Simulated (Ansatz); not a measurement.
Fields on a plane of Zn (hcp, Mg type)

```
Zn
1.0
    2.64679     0.00000     0.00000
   -1.32339     2.29218     0.00000
    0.00000     0.00000     4.67938
Zn
2
Cartesian
  0.00000   1.52812   3.50953
  1.32339   0.76406   1.16984
```

The slice is a (1 -1 0 0) plane (indices of the conventional cell) through the point (0.333, 0.667, 0.750) (fractional), spanned by u = [110] and v = [001] in vectors of this cell: u (2.65 Å) and v (4.68 Å, at 90° to u). It covers one period; positions are fractions (u, v).

Atoms on it: Zn at (0.00, 0.00). Other atoms lie within 1 Å of the plane.

The numbers are results of r2SCAN (plane waves to 500 eV, PAW, scalar-relativistic; Ansatz, a first-principles code), not measurements. k mesh 20×20×10. Inside the PAW spheres the values are not all-electron values, and peaks at nuclei hang on which shells count as valence. Zn was relaxed with its symmetry unable to fall.

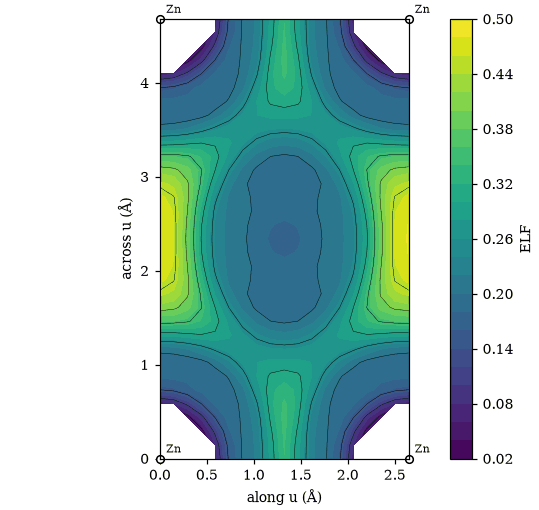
Figure: Electron localisation function (ELF), one period of the plane, atoms marked. Points within 0.5 Å of a nucleus are left white, as the pseudised field means little there.

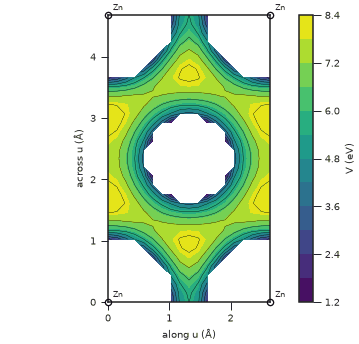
Figure: Electrostatic potential energy of an electron, from the cell's mean, in eV, one period of the plane, atoms marked. Points within 1 Å of a nucleus are left white, as the pseudised field means little there. The zero, the cell's mean, hangs on the PAW cores.

The density on the Zn–Zn line (2.65 Å) at its midpoint is 0.25 e/Å³ and the ELF at that point comes out as 0.34.
